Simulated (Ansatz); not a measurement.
Geometry relaxation, with input and output: GeH2SClF3 (part 1 of 2)

The run: geometry relaxation of GeH2SClF3. Method and program: RHF/def2-SVP (Ansatz 0.2.0).

It belongs to a series of runs on one base structure; here: end point A relaxed.

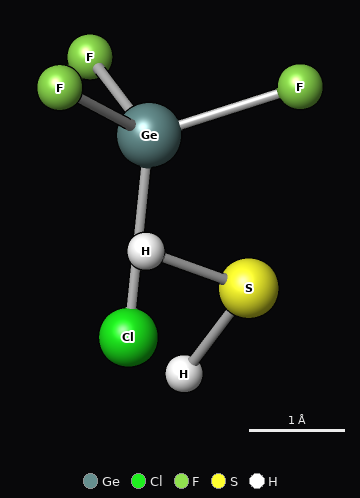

**Figure 1.** The starting structure (ball-and-stick view, seen at an oblique angle). Sticks mark near contacts.

### Summary

```json
{"quantity": "outcome", "value": "converged"}
{"quantity": "total energy", "value": "−87926.9285 eV"}
{"quantity": "mean-field energy", "value": "−87926.9285 eV"}
{"quantity": "largest force (length of the vector) at the end", "value": "0.022 eV/Å"}
{"quantity": "hardware", "value": "2 threads of Arm Neoverse V1, 24 GiB of memory available, shared host"}
{"quantity": "wall time", "value": "69 s (CPU time 2.2 min)"}
{"quantity": "peak memory", "value": "0.31 GiB"}
```

### Input file
```yaml
crystal:
  periodic: [false, false, false]
  atoms:
    - { symbol: Ge, position_ang: [0.258301, 0.085448, -0.025547] }
    - { symbol: Cl, position_ang: [0.281287, 0.007973, 2.148462] }
    - { symbol: F, position_ang: [1.854156, -0.067889, -0.551454] }
    - { symbol: F, position_ang: [-0.296835, 1.538992, -0.653302] }
    - { symbol: F, position_ang: [-0.555617, -1.229081, -0.692336] }
    - { symbol: S, position_ang: [-3.049215, 0.14169, 0.972207] }
    - { symbol: H, position_ang: [-3.257864, -1.101955, 0.535747] }
    - { symbol: H, position_ang: [-2.284312, -0.247976, 2.038522] }
basis:
  gaussian: { orbitals: def2-SVP }
hamiltonian:
  xc: hf
relax:
  f_tol: 0.03
  max_steps: 50
output:
  orbitals: {}
```

Command:
```bash
ansatz run input.yaml --threads 2 --pin off --max-ram 3072MiB --backend cpu --events-out ev --progress --plain --runs-dir out
```

### Log
```
The last accepted step is kept in [file] (removed where the run ends without a failure and the disk answers)
Engine: ansatz 0.2.0, aarch64-unknown-linux-gnu
Functional definition: HF
  exchange = exact_x
  correlation = 0
1208 factors; integrals over basis functions are off by at most 3.2e-4 eV
mean field evaluation 1: about -87922.9938 eV, gradient 4.3e1 eV
mean field evaluation 2: about -87923.0588 eV, gradient 4.3e1 eV
mean field evaluation 4: about -87926.6684 eV, gradient 2.8e0 eV
mean field evaluation 8: about -87926.7029 eV, gradient 1.7e-4 eV
mean field -87926.70286774 eV, -3231.2467315296 hartree, gradient 1.6e-5 eV, S^2 0.000000; 0 other end points of the search recorded, 0 dependent functions left out
the calculation of the forces begins
reference -87926.70286774 eV, -3231.2467315296 hartree; 47, 47 occupied and 73, 73 virtual orbitals, 1208 factors
relax step   1: F+E_penalty+E_count = -87926.70286774 eV  Δ(F+E_penalty+E_count) = +0.000e0 eV  max|allowed force component| = 1.313e0 eV/Å  Δτ_max = 0.0000 Å  (35 SCF iters, accepted)
these checks for a lower state are left out or cut short: starts, cluster_reference, orbital_swaps, neighbouring_geometries, increment
1208 factors; integrals over basis functions are off by at most 3.9e-4 eV
mean field evaluation 16: about -87926.8576 eV, gradient 4.1e-3 eV
mean field -87926.85756831 eV, -3231.2524166707 hartree, gradient 4.4e-5 eV, S^2 0.000000; 0 other end points of the search recorded, 0 dependent functions left out
[... from here on the field's lines of each further geometry are left out, up to the last ...]
relax step   2: F+E_penalty+E_count = -87926.85756831 eV  Δ(F+E_penalty+E_count) = -1.547e-1 eV  max|allowed force component| = 2.960e-1 eV/Å  Δτ_max = 0.1948 Å  (34 SCF iters, accepted)
relax step   3: F+E_penalty+E_count = -87926.88970944 eV  Δ(F+E_penalty+E_count) = -3.214e-2 eV  max|allowed force component| = 2.753e-1 eV/Å  Δτ_max = 0.1697 Å  (35 SCF iters, accepted)
relax step   4: F+E_penalty+E_count = -87926.90750004 eV  Δ(F+E_penalty+E_count) = -1.779e-2 eV  max|allowed force component| = 2.173e-1 eV/Å  Δτ_max = 0.1999 Å  (33 SCF iters, accepted)
relax step   5: F+E_penalty+E_count = -87926.91222381 eV  Δ(F+E_penalty+E_count) = -4.724e-3 eV  max|allowed force component| = 2.661e-1 eV/Å  Δτ_max = 0.2000 Å  (34 SCF iters, accepted)
relax step   6: F+E_penalty+E_count = -87926.91749579 eV  Δ(F+E_penalty+E_count) = -5.272e-3 eV  max|allowed force component| = 1.153e-1 eV/Å  Δτ_max = 0.0419 Å  (36 SCF iters, accepted)
relax step   7: F+E_penalty+E_count = -87926.91989809 eV  Δ(F+E_penalty+E_count) = -2.402e-3 eV  max|allowed force component| = 1.392e-2 eV/Å  Δτ_max = 0.0675 Å  (34 SCF iters, accepted)
relax step   8: F+E_penalty+E_count = -87926.90782490 eV  Δ(F+E_penalty+E_count) = +1.207e-2 eV  max|allowed force component| = 7.862e-1 eV/Å  Δτ_max = 0.1892 Å  (34 SCF iters, rejected (line search))
relax step   9: F+E_penalty+E_count = -87926.92068445 eV  Δ(F+E_penalty+E_count) = -7.864e-4 eV  max|allowed force component| = 1.965e-1 eV/Å  Δτ_max = 0.0922 Å  (34 SCF iters, accepted)
relax step  10: F+E_penalty+E_count = -87926.92131542 eV  Δ(F+E_penalty+E_count) = -6.310e-4 eV  max|allowed force component| = 1.293e-1 eV/Å  Δτ_max = 0.0538 Å  (35 SCF iters, accepted)
relax step  11: F+E_penalty+E_count = -87926.92223346 eV  Δ(F+E_penalty+E_count) = -9.180e-4 eV  max|allowed force component| = 1.209e-1 eV/Å  Δτ_max = 0.0541 Å  (34 SCF iters, accepted)
relax step  12: F+E_penalty+E_count = -87926.92307773 eV  Δ(F+E_penalty+E_count) = -8.443e-4 eV  max|allowed force component| = 3.690e-2 eV/Å  Δτ_max = 0.0447 Å  (36 SCF iters, accepted)
relax step  13: F+E_penalty+E_count = -87926.92363609 eV  Δ(F+E_penalty+E_count) = -5.584e-4 eV  max|allowed force component| = 8.558e-2 eV/Å  Δτ_max = 0.0691 Å  (34 SCF iters, accepted)
relax step  14: F+E_penalty+E_count = -87926.92398616 eV  Δ(F+E_penalty+E_count) = -3.501e-4 eV  max|allowed force component| = 1.041e-1 eV/Å  Δτ_max = 0.0437 Å  (35 SCF iters, accepted)
relax step  15: F+E_penalty+E_count = -87926.92450445 eV  Δ(F+E_penalty+E_count) = -5.183e-4 eV  max|allowed force component| = 1.005e-1 eV/Å  Δτ_max = 0.0347 Å  (35 SCF iters, accepted)
relax step  16: F+E_penalty+E_count = -87926.92518788 eV  Δ(F+E_penalty+E_count) = -6.834e-4 eV  max|allowed force component| = 9.020e-2 eV/Å  Δτ_max = 0.0560 Å  (35 SCF iters, accepted)
relax step  17: F+E_penalty+E_count = -87926.92273086 eV  Δ(F+E_penalty+E_count) = +2.457e-3 eV  max|allowed force component| = 3.832e-1 eV/Å  Δτ_max = 0.1139 Å  (34 SCF iters, rejected (line search))
relax step  18: F+E_penalty+E_count = -87926.92569243 eV  Δ(F+E_penalty+E_count) = -5.045e-4 eV  max|allowed force component| = 4.841e-2 eV/Å  Δτ_max = 0.0413 Å  (35 SCF iters, accepted)
relax step  19: F+E_penalty+E_count = -87926.92525421 eV  Δ(F+E_penalty+E_count) = +4.382e-4 eV  max|allowed force component| = 2.787e-1 eV/Å  Δτ_max = 0.0979 Å  (34 SCF iters, rejected (line search))
relax step  20: F+E_penalty+E_count = -87926.92492974 eV  Δ(F+E_penalty+E_count) = +7.627e-4 eV  max|allowed force component| = 1.574e-1 eV/Å  Δτ_max = 0.0317 Å  (35 SCF iters, rejected (line search))
relax step  21: F+E_penalty+E_count = -87926.92597606 eV  Δ(F+E_penalty+E_count) = -2.836e-4 eV  max|allowed force component| = 4.244e-3 eV/Å  Δτ_max = 0.0152 Å  (35 SCF iters, accepted)
relax step  22: F+E_penalty+E_count = -87926.92649502 eV  Δ(F+E_penalty+E_count) = -5.190e-4 eV  max|allowed force component| = 5.210e-2 eV/Å  Δτ_max = 0.0488 Å  (35 SCF iters, accepted)
relax step  23: F+E_penalty+E_count = -87926.92653548 eV  Δ(F+E_penalty+E_count) = -4.045e-5 eV  max|allowed force component| = 1.834e-1 eV/Å  Δτ_max = 0.0733 Å  (35 SCF iters, accepted)
relax step  24: F+E_penalty+E_count = -87926.92532898 eV  Δ(F+E_penalty+E_count) = +1.206e-3 eV  max|allowed force component| = 3.028e-1 eV/Å  Δτ_max = 0.0617 Å  (35 SCF iters, rejected (line search))
relax step  25: F+E_penalty+E_count = -87926.92778757 eV  Δ(F+E_penalty+E_count) = -1.252e-3 eV  max|allowed force component| = 2.939e-2 eV/Å  Δτ_max = 0.0308 Å  (35 SCF iters, accepted)
the calculation of the forces begins
reference -87926.92853619 eV, -3231.2550246923 hartree; 47, 47 occupied and 73, 73 virtual orbitals, 1208 factors
relax step  26: F+E_penalty+E_count = -87926.92853619 eV  Δ(F+E_penalty+E_count) = -7.486e-4 eV  max|allowed force component| = 1.682e-2 eV/Å  Δτ_max = 0.0549 Å  (34 SCF iters, accepted)
1208 factors; integrals over basis functions are off by at most 3.3e-4 eV
mean field evaluation 192: about -87926.8961 eV, gradient 2.8e0 eV
```

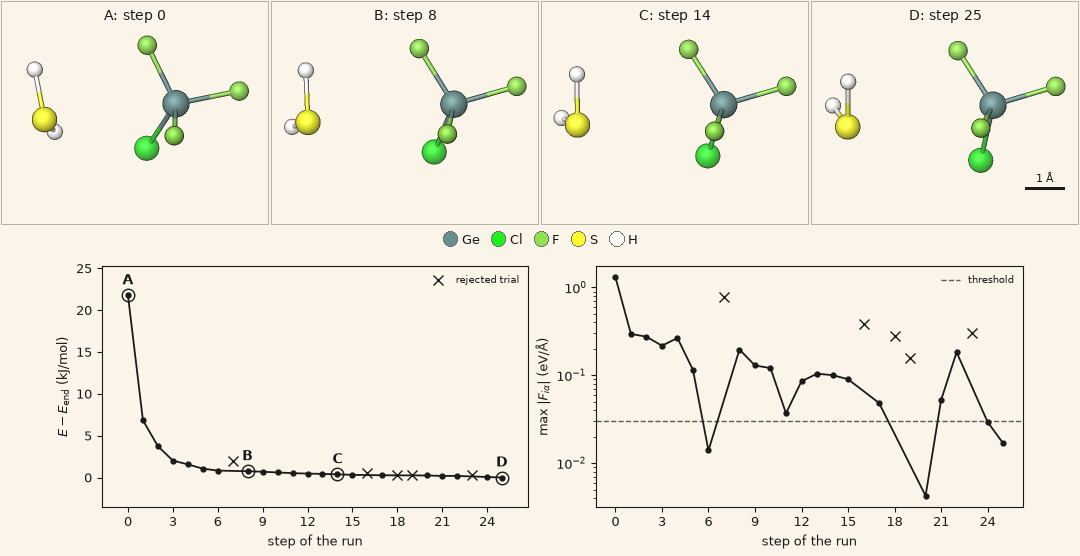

**Figure 2.** Frames of the relaxation (ball-and-stick view, seen at a tilt) above the curves, on which the letters mark them (the first geometry is step 0 here and step 1 in the log).

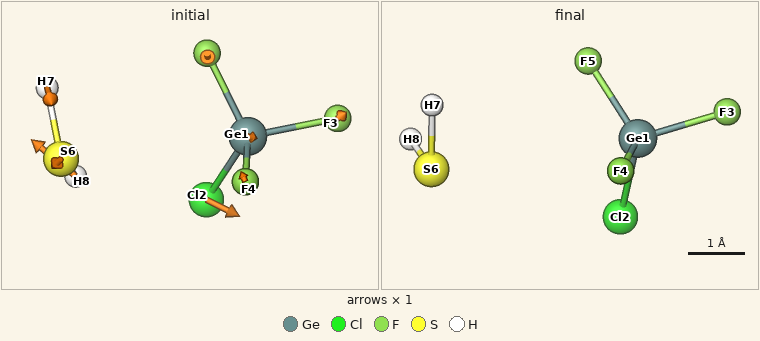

**Figure 3.** Before (left) and after (right) the relaxation, at one scale (ball-and-stick view, seen at a tilt). The orange arrows give the displacements, at true length. Over 25 geometry steps the energy falls by 21.8 kJ/mol. The largest force component goes from 1.3 to 0.017 eV/Å. The line search rejected the trial steps at points 7, 16, 18, 19, 23 (counted from 0) and went back. The atom that moves furthest after the best rigid fit is H8 (1.07 Å). Largest moves by element: H 1.07 Å, Cl 0.70 Å, F 0.48 Å, S 0.36 Å, Ge 0.21 Å. Distances before and after: Ge1–Cl2 2.176 → 2.091 Å, S6–H8 1.369 → 1.335 Å, Ge1–F4 1.678 → 1.684 Å. Among the angles that change: F4–Ge1–F5 111.6° → 108.8°, Cl2–Ge1–F3 107.4° → 109.8°. (Atoms are counted from 1 in the order of the input.)

```
mean field -87926.92853619 eV, -3231.2550246923 hartree, gradient 4.3e-5 eV, S^2 0.000000; 1 other end points of the search recorded, 0 dependent functions left out
the calculation of the forces begins
reference -87926.92853619 eV, -3231.2550246923 hartree; 47, 47 occupied and 73, 73 virtual orbitals, 1208 factors
Total energy: -87926.92853619 eV, -3231.2550246923 hartree
Atom 0 at     0.470076     0.065073     0.005639 Å, force     0.011540     0.000730     0.001025 eV/Å
Atom 1 at     0.847765     0.420939     2.030742 Å, force     0.003252     0.003105    -0.002512 eV/Å
Atom 2 at     1.928483    -0.094535    -0.829297 Å, force    -0.003240    -0.000018     0.004105 eV/Å
Atom 3 at    -0.362375     1.320909    -0.745487 Å, force    -0.006104    -0.006039     0.001320 eV/Å
Atom 4 at    -0.370344    -1.373731    -0.252401 Å, force    -0.005386     0.002184     0.000393 eV/Å
Atom 5 at    -3.099131     0.180124     1.324815 Å, force     0.003343    -0.016029     0.011833 eV/Å
Atom 6 at    -3.418457    -0.449091     0.192245 Å, force    -0.002816     0.002394     0.000654 eV/Å
Atom 7 at    -3.046117    -0.942487     2.046042 Å, force    -0.000589     0.013672    -0.016818 eV/Å
Dipole moment:    -0.142680    -0.204662     0.262450 e Å
```

### Trajectory as extended XYZ (Å, eV, eV/Å), 26 frames, from step=1 to step=26
```
8
Properties=species:S:1:pos:R:3:forces:R:3 step=1 energy=-87926.70287
Ge    0.2583    0.0854   -0.0255    0.1740  -0.1721   1.2567
Cl    0.2813    0.0080    2.1485    0.3023   0.1019  -1.3130
F     1.8542   -0.0679   -0.5515    0.0031   0.0288   0.0054
F    -0.2968    1.5390   -0.6533   -0.0156   0.0509   0.0165
F    -0.5556   -1.2291   -0.6923    0.0029   0.0055  -0.0026
S    -3.0492    0.1417    0.9722    0.3799  -0.2492   0.7677
H    -3.2579   -1.1020    0.5357    0.0036  -0.0060   0.0005
H    -2.2843   -0.2480    2.0385   -0.8503   0.2402  -0.7311
8
Properties=species:S:1:pos:R:3:forces:R:3 step=2 energy=-87926.85757
Ge    0.3246    0.0798   -0.0236    0.2489  -0.0366   0.2960
Cl    0.4292    0.0237    2.0832   -0.0248   0.0174  -0.2383
F     1.9034   -0.0614   -0.6010    0.0377   0.0047  -0.1009
F    -0.2640    1.5336   -0.6244   -0.0535  -0.0028  -0.0192
F    -0.5123   -1.2311   -0.6710   -0.0564   0.0422   0.0196
S    -3.1812    0.1366    1.0060    0.1572  -0.2658   0.1963
H    -3.2759   -1.1083    0.5199   -0.0143   0.1491   0.0306
H    -2.4739   -0.2457    2.0833   -0.2948   0.0916  -0.1841
8
Properties=species:S:1:pos:R:3:forces:R:3 step=3 energy=-87926.88971
Ge    0.3763    0.0880   -0.0329    0.1754  -0.0628   0.0441
Cl    0.4971    0.0398    2.0592   -0.0226   0.0183   0.0170
F     1.9385   -0.0665   -0.6532   -0.0026   0.0102  -0.0607
F    -0.2231    1.5409   -0.6271   -0.0473  -0.0039  -0.0251
F    -0.4913   -1.2177   -0.6518   -0.0325   0.0492  -0.0059
S    -3.2188    0.1278    1.0108    0.1400  -0.2753   0.1962
H    -3.3011   -1.1157    0.5163    0.0000   0.1746   0.0457
H    -2.6277   -0.2694    2.1510   -0.2104   0.0897  -0.2114
8
Properties=species:S:1:pos:R:3:forces:R:3 step=4 energy=-87926.90750
Ge    0.4284    0.0876   -0.0342   -0.0724   0.0087  -0.0612
Cl    0.5637    0.0637    2.0556    0.0728   0.0018  -0.0219
F     1.9556   -0.0780   -0.7354   -0.0493   0.0010   0.0727
F    -0.2087    1.5295   -0.6211    0.0411   0.0059  -0.0070
F    -0.4947   -1.2002   -0.6120    0.0532  -0.0136  -0.0085
S    -3.2321    0.1172    1.0249   -0.0535   0.2173  -0.0860
H    -3.2484   -1.0955    0.4763    0.0174  -0.1074   0.0213
H    -2.8139   -0.2971    2.2181   -0.0094  -0.1137   0.0906
8
Properties=species:S:1:pos:R:3:forces:R:3 step=5 energy=-87926.91222
Ge    0.4361    0.1012   -0.0680    0.1705  -0.0568   0.2661
Cl    0.5751    0.0998    2.0252   -0.0135   0.0317  -0.0760
F     1.9835   -0.0961   -0.7099    0.0279   0.0077  -0.0736
F    -0.1545    1.5439   -0.6942   -0.0791   0.0181  -0.0342
F    -0.4685   -1.1998   -0.6382   -0.0825  -0.0013  -0.0627
S    -3.2088    0.1344    1.0831    0.0406  -0.1884   0.1860
H    -3.2426   -1.0580    0.4831   -0.0246   0.0471  -0.0587
H    -2.9704   -0.3981    2.2911   -0.0392   0.1418  -0.1469
8
Properties=species:S:1:pos:R:3:forces:R:3 step=6 energy=-87926.91750
Ge    0.4555    0.0955   -0.0539    0.0150  -0.0148  -0.0327
Cl    0.6083    0.0977    2.0310    0.0302   0.0079   0.0563
F     1.9872   -0.0850   -0.7401   -0.0220   0.0024   0.0078
F    -0.1697    1.5329   -0.6635   -0.0106   0.0022  -0.0130
F    -0.4640   -1.1995   -0.6191    0.0030   0.0006  -0.0187
S    -3.2231    0.1268    1.0643    0.0241  -0.0467   0.0944
H    -3.2819   -1.0697    0.4744    0.0021   0.0208   0.0212
H    -2.9625   -0.3716    2.2792   -0.0417   0.0277  -0.1153
8
Properties=species:S:1:pos:R:3:forces:R:3 step=7 energy=-87926.91990
Ge    0.4619    0.0949   -0.0476    0.0105  -0.0033  -0.0115
Cl    0.6544    0.1328    2.0352    0.0081   0.0023   0.0096
F     1.9820   -0.0895   -0.7572    0.0009  -0.0019   0.0022
F    -0.1790    1.5195   -0.6717   -0.0139  -0.0028  -0.0010
F    -0.4601   -1.2114   -0.5826    0.0019   0.0026  -0.0008
S    -3.2131    0.1372    1.0851    0.0033  -0.0017  -0.0046
H    -3.2998   -1.0265    0.4373    0.0002   0.0106  -0.0003
H    -2.9965   -0.4297    2.2737   -0.0110  -0.0059   0.0064
8
Properties=species:S:1:pos:R:3:forces:R:3 step=8 energy=-87926.90783 accepted=F
Ge    0.4770    0.0895   -0.0364   -0.0513   0.0003  -0.0269
Cl    0.7424    0.2145    2.0384    0.0050  -0.0109  -0.1025
F     1.9730   -0.0908   -0.7998   -0.0478  -0.0013   0.0468
F    -0.2193    1.4751   -0.6963    0.0304  -0.0727   0.0482
F    -0.4422   -1.2505   -0.4968    0.0781   0.0725   0.0366
S    -3.1445    0.1688    1.1446   -0.0790  -0.7862   0.2975
H    -3.3231   -0.9012    0.3378    0.0686   0.4048   0.2858
H    -3.1136   -0.5782    2.2807   -0.0039   0.3936  -0.5855
```
